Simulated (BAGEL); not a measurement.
**GeSiH6O (SMILES [OH][GeH2][SiH3]): a chain of runs**

Aim: a single-point energy (HF/def2-SVP), then the energy (NEVPT2(2,2)/def2-SVP) of GeSiH6O. 

The calculation is run with BAGEL 1.2.2.

1 further run of the same task is left out (set aside as unsound or not needed).

## (1) The system as given

GeSiH6O has 9 atoms, charge 0, and is taken as a singlet. SMILES: `[OH][GeH2][SiH3]`. The Ge2–H5 distance was set to 2.474 Å, away from the relaxed value. At this shape a bond of the SMILES string is far longer than usual.

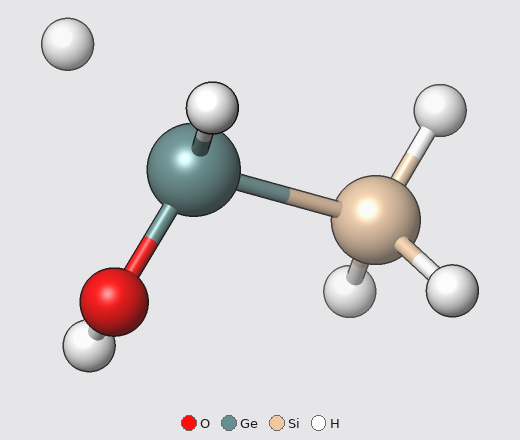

The structure, seen from a chosen angle (oxygen red, germanium teal, silicon light orange, hydrogen white).

## (2) The energy at HF/def2-SVP (density fitting with svp-jkfit) (run 1)

Contents of hf.json:

```json
{ "bagel" : [

{
  "title" : "molecule",
  "basis" : "svp",
  "df_basis" : "svp-jkfit",
  "angstrom" : "true",
  "geometry" : [
    { "atom" : "O", "xyz" : [   -2.137833,    1.043699,   -0.057472 ] },
    { "atom" : "Ge", "xyz" : [   -0.386133,    0.940099,    0.301828 ] },
    { "atom" : "Si", "xyz" : [    0.053367,   -0.970201,    1.667728 ] },
    { "atom" : "H", "xyz" : [   -2.445833,    0.308399,   -0.591672 ] },
    { "atom" : "H", "xyz" : [    0.873700,    0.832100,   -1.824400 ] },
    { "atom" : "H", "xyz" : [   -0.084333,    2.267199,    1.013228 ] },
    { "atom" : "H", "xyz" : [    1.513567,   -1.092301,    1.925728 ] },
    { "atom" : "H", "xyz" : [   -0.412333,   -2.195701,    0.963628 ] },
    { "atom" : "H", "xyz" : [   -0.665233,   -0.855601,    2.963128 ] }
  ]
},
{
  "title" : "hf"
},
{
  "title" : "print",
  "file" : "orbitals.molden",
  "orbitals" : "true"
}

]}
```

Command:

```
BAGEL_NUM_THREADS=1 BAGEL hf.json > hf.out
```

Standard output:

```text
* using 1 threads per process

  ===============================================================
  ===============================================================

  *** Geometry ***

  { "atom" : "O", "xyz" : [     -4.039919,      1.972305,     -0.108606 ] },
  { "atom" : "Ge", "xyz" : [     -0.729686,      1.776530,      0.570372 ] },
  { "atom" : "Si", "xyz" : [      0.100849,     -1.833414,      3.151549 ] },
  { "atom" : "H", "xyz" : [     -4.621955,      0.582790,     -1.118098 ] },
  { "atom" : "H", "xyz" : [      1.651054,      1.572441,     -3.447616 ] },
  { "atom" : "H", "xyz" : [     -0.159366,      4.284385,      1.914723 ] },
  { "atom" : "H", "xyz" : [      2.860227,     -2.064150,      3.639099 ] },
  { "atom" : "H", "xyz" : [     -0.779196,     -4.149274,      1.820993 ] },
  { "atom" : "H", "xyz" : [     -1.257108,     -1.616852,      5.599500 ] },

  Number of auxiliary basis functions:      579

  Since a DF basis is specified, we compute 2- and 3-index integrals:
    o Being stored without compression. Storage requirement is 0.041 GB

  Number of basis functions:       94
  Number of electrons      :       60

    * METHOD: MOLECULE                             0.38

  *** RHF ***

  === Nuclear Repulsion ===
   266.6989613246

      * DIIS with orbital gradients will be used.

  === RHF iteration (svp) ===
      0      -2441.96260851          0.01627569           0.14
      1      -2442.06057183          0.01235046           0.14
      2      -2442.14722438          0.00128989           0.14
      3      -2442.14919539          0.00024680           0.13
      4      -2442.14926512          0.00007587           0.13
      5      -2442.14927227          0.00002807           0.14
      6      -2442.14927327          0.00000954           0.14
      7      -2442.14927344          0.00000248           0.14
      8      -2442.14927345          0.00000083           0.14
      9      -2442.14927346          0.00000034           0.14
     10      -2442.14927346          0.00000010           0.14
     11      -2442.14927346          0.00000003           0.14
     12      -2442.14927346          0.00000001           0.14
    * SCF iteration converged.

    * Permanent dipole moment:
           (    0.050997,     0.631652,    -0.666422) a.u.

    * METHOD: HF                                   2.11

    * METHOD: PRINT                                0.02

  ===============================================================
```

It took 2.6 s on 1 thread of Arm Neoverse V1, shared host; peak memory 0.16 GiB.

## (3) A single-point energy at NEVPT2(2,2)/def2-SVP (density fitting with svp-jkfit) (run 2)

Contents of nevpt2.json:

```json
{ "bagel": [

{
  "title": "molecule",
  "basis": "svp",
  "df_basis": "svp-jkfit",
  "angstrom": true,
  "geometry": [
    { "atom": "O", "xyz": [   -2.137833,    1.043699,   -0.057472 ] },
    { "atom": "Ge", "xyz": [   -0.386133,    0.940099,    0.301828 ] },
    { "atom": "Si", "xyz": [    0.053367,   -0.970201,    1.667728 ] },
    { "atom": "H", "xyz": [   -2.445833,    0.308399,   -0.591672 ] },
    { "atom": "H", "xyz": [    0.873700,    0.832100,   -1.824400 ] },
    { "atom": "H", "xyz": [   -0.084333,    2.267199,    1.013228 ] },
    { "atom": "H", "xyz": [    1.513567,   -1.092301,    1.925728 ] },
    { "atom": "H", "xyz": [   -0.412333,   -2.195701,    0.963628 ] },
    { "atom": "H", "xyz": [   -0.665233,   -0.855601,    2.963128 ] }
  ]
},
{
  "title": "hf"
},
{
  "title": "casscf",
  "nstate": 1,
  "nact": 2,
  "nclosed": 29,
  "active": [30, 31],
  "maxiter": 200,
  "natocc": true
},
{
  "title": "nevpt2",
  "nstate": 1,
  "nact": 2,
  "nclosed": 29,
  "active": [30, 31],
  "maxiter": 200,
  "natocc": true,
  "ncore": 15
},
{
  "title": "print",
  "file": "orbitals.molden",
  "orbitals": true
}

]}
```

Command:

```
BAGEL_NUM_THREADS=1 BAGEL nevpt2.json > nevpt2.out
```

Standard output:

```text
* using 1 threads per process

  ===============================================================
  ===============================================================

  *** Geometry ***

  { "atom" : "O", "xyz" : [     -4.039919,      1.972305,     -0.108606 ] },
  { "atom" : "Ge", "xyz" : [     -0.729686,      1.776530,      0.570372 ] },
  { "atom" : "Si", "xyz" : [      0.100849,     -1.833414,      3.151549 ] },
[... 5 lines of this table left out ...]
  { "atom" : "H", "xyz" : [     -1.257108,     -1.616852,      5.599500 ] },

  Number of auxiliary basis functions:      579

  Since a DF basis is specified, we compute 2- and 3-index integrals:
    o Being stored without compression. Storage requirement is 0.041 GB

  Number of basis functions:       94
  Number of electrons      :       60

    * METHOD: MOLECULE                             0.38

  *** RHF ***

[... 11 lines left out ...]
    * SCF iteration converged.
[... 1 line left out ...]
    * Permanent dipole moment:
[... 27 lines left out ...]
    * Second-order optimization converged. *

     guess   0:   closed 1.                   open ..

  === FCI iteration ===

      0  0     -2442.14639815     6.92e-02      0.00
      1  0     -2442.18731776     5.32e-03      0.00
      2  0 *   -2442.18761829     1.86e-16      0.00

     * ci vector, state   0, <S^2> = 0.0000
       2.     0.9583101351
       .2    -0.2857300912

    * METHOD: CASSCF                               8.25

    * freezing 15 orbitals

  === DF-NEVPT2 calculation ===

    * 3-index integral transformation done
    * assembly done

      NEVPT2 correlation energy:   -0.5075466467      0.25

          (+0)     -0.4699359876
          (+0)'    -0.0047094772
          (+1)     -0.0127869838
          (+1)'    -0.0000000000
          (+2)     -0.0003759380
          (-1)     -0.0164782149
          (-1)'     0.0000000000
          (-2)     -0.0032600451

      NEVPT2 total energy:       -2442.6951649322

    * METHOD: NEVPT2                               0.49

    * METHOD: PRINT                                0.02

  ===============================================================
```

Run time: 11 s. Hardware: 1 thread of Arm Neoverse V1, shared host; peak memory 0.16 GiB.

## (4) Summary of results

```
                                 quantity           value
         run 1, HF/def2-SVP: total energy  -2442.14927 Eh
        run 1, HF/def2-SVP: dipole moment          2.34 D
          run 1, HF/def2-SVP: HOMO energy        -9.37 eV
          run 1, HF/def2-SVP: LUMO energy         1.05 eV
        run 1, HF/def2-SVP: HOMO–LUMO gap        10.42 eV
run 2, NEVPT2(2,2)/def2-SVP: total energy  -2442.69516 Eh
```

One bond (run 1, HF/def2-SVP) is far stretched, which a spin-restricted single reference describes badly; a broken-symmetry solution may lie lower.
